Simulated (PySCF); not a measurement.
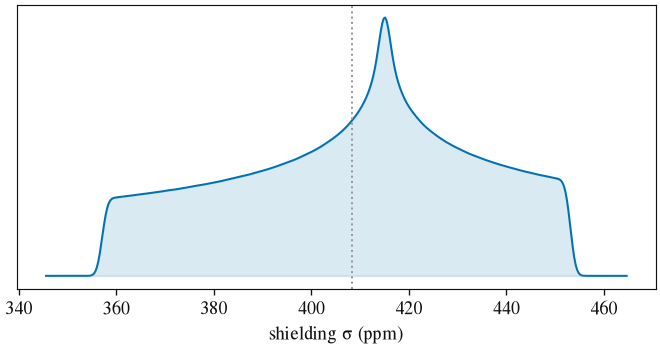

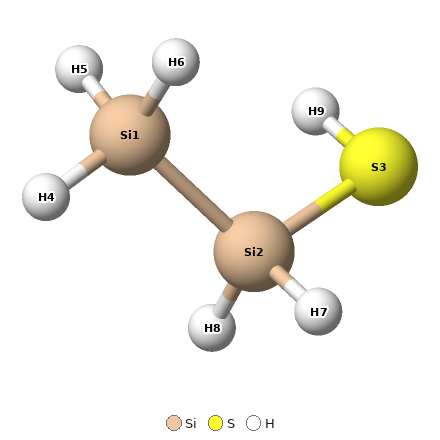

Static powder pattern (²⁹Si) from GIAO shielding tensors of Si₂H₆S, SMILES [SiH3][SiH2]S, PBE0/pcSseg-1, PySCF, at a GFN2-xTB geometry (no frequency check); absolute shielding, one fixed geometry of the isolated molecule without any motion, no dipolar terms. The dotted line is the isotropic value; skew is 3(σiso − σ22)/span.

### The pattern belongs to Si2. Give the principal values, span and skew.

Si2: σ11, σ22, σ33 = 357, 415, 453 ppm, isotropic 408, span 96 ppm, skew −0.21.

Caveats: the tight-binding geometry is rougher than a DFT one and adds to the error.
